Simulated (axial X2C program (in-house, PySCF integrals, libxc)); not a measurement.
**Relativistic diatomic calculation for TeN**

System: TeN. The reference is closed-shell TeN⁺; the roots are the vertical energy changes on adding an electron to it, which gives states of TeN. The distance is the PBE0 minimum at charge 0.
Method: EOM-EA-CCSD, two-component X2C with atomic mean-field Coulomb and Gaunt terms, Te dyall-acv3z, N dyall-av3z (cores contracted) (axial X2C program (in-house, PySCF integrals, libxc)).

### Results in brief

| quantity | value |
| --- | --- |
| outcome | converged |
| HF energy of the reference TeN⁺ | −6842.16515 hartree |
| MP2 energy of the reference TeN⁺ | −6842.46976 hartree |
| CCSD energy of the reference TeN⁺ (with the MP2 share of the virtual spinors left out of the coupled-cluster step) | −6842.52362 hartree |
| CCSD(T) energy of the reference TeN⁺ | −6842.55079 hartree |
| T1 diagnostic (spinor form; for a closed shell √2 times the usual value) | 0.174 |
| hardware | 1 thread of Arm Neoverse V1, 24 GiB of memory available, shared host |
| wall time | 13 s |
| peak memory | 0.75 GiB |

### Input
```
{"zs": [52, 7], "q": 0, "bas": ["dyall-acv3z", "dyall-av3z"], "r0": 1.88, "eom": "ea", "thr": -1.0, "nmax": 92, "grid": [1, 0.96, 1.045, 0.92, 1.09, 1.15]}
```

The line is the task of a batch: nuclear charges, charge, bases, a first guess of the distance and further settings. This report covers the levels named above. The log is that of the reference distance 1.868 Å.

Launched within a batch (the task file carries these settings):
```bash
python <driver script> task.json out
```

### Output
```
two-component X2C + atomic mean field  HF
basis functions 197  fitting functions 989  grid points 5076
iter        total energy     max residual
   1      -6842.118903726     2.31e-01
   2      -6842.146668906     9.92e-03
   3      -6842.148830116     1.63e-02
   4      -6842.150431472     1.15e-02
   5      -6842.152039089     6.71e-03
   6      -6842.153639399     6.70e-03
   7      -6842.155448776     6.67e-03
   8      -6842.160105257     5.88e-03
   9      -6842.164621170     2.96e-03
  10      -6842.163997366     3.85e-03
  11      -6842.164820020     2.00e-03
  12      -6842.165043918     1.05e-03
  13      -6842.165145623     2.37e-04
  14      -6842.165150190     8.99e-05
  15      -6842.165150737     2.86e-05
  16      -6842.165150709     4.37e-05
  17      -6842.165150787     4.11e-06
  18      -6842.165150788     9.32e-07
converged
one-electron -9572.67855646  Coulomb 2812.38381580  exact exchange -180.93914725  xc functional 0.00000000  nuclear repulsion 103.11590191  atomic mean-field constant -4.04716480
correlated 10  virtual 284  natural virtual 92  E(MP2) -0.304606722  MP2 remainder -0.030801913
iter   CCSD correlation   residual
   1     -0.275403761   2.56e-01
   2     -0.294279976   1.70e-01
   3     -0.314093380   1.03e-01
   4     -0.323176768   5.71e-02
   5     -0.326777009   2.32e-02
   6     -0.327286420   9.04e-03
   7     -0.327601379   4.30e-03
   8     -0.327656787   2.15e-03
   9     -0.327607445   1.18e-03
  10     -0.327686035   6.49e-04
  11     -0.327672683   3.55e-04
  12     -0.327684128   2.18e-04
  13     -0.327677269   1.40e-04
  14     -0.327673655   7.66e-05
  15     -0.327672311   4.30e-05
  16     -0.327671596   2.57e-05
  17     -0.327671449   1.31e-05
  18     -0.327671627   6.79e-06
  19     -0.327671548   3.36e-06
  20     -0.327671643   1.90e-06
  21     -0.327671615   1.01e-06
  22     -0.327671635   6.46e-07
(T) -0.027161133262941967  T1 0.1739  D1 0.2965  max T2 0.185
EOM-EA-CCSD roots
2*Omega      energy/Eh   energy/eV  one-particle weight
    1      -0.29978021     -8.1574      0.893
    1      -0.17362595     -4.7246      0.955
    1      -0.11989544     -3.2625      0.298
    1      -0.11933163     -3.2472      0.857
    1      -0.10140861     -2.7595      0.004
    3      -0.29536723     -8.0374      0.949
    3      -0.09729854     -2.6476      0.010
    3      -0.08898390     -2.4214      0.008
    3      -0.07776434     -2.1161      0.923
    5      -0.13338408     -3.6296      0.000
    5      -0.05606024     -1.5255      0.322
    7      -0.07732167     -2.1040      0.000
```

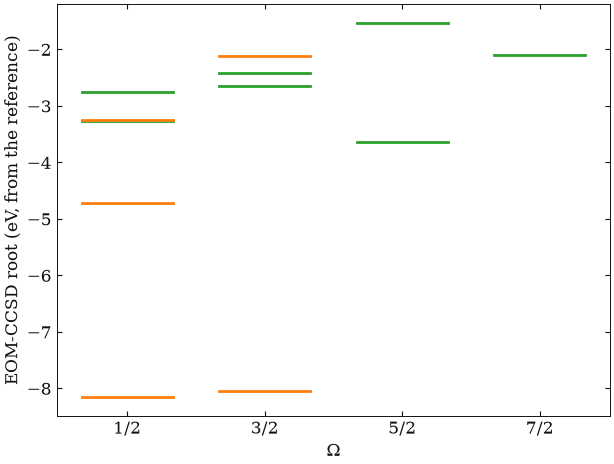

**Figure 1.** EOM-CCSD roots by Ω at 1.87 Å; roots whose one-particle weight is under 0.8 have the second colour. The lowest has Ω = 1/2 and lies at −8.157 eV, with one-particle weight 0.89. 7 of the 12 roots are less well described at this level.
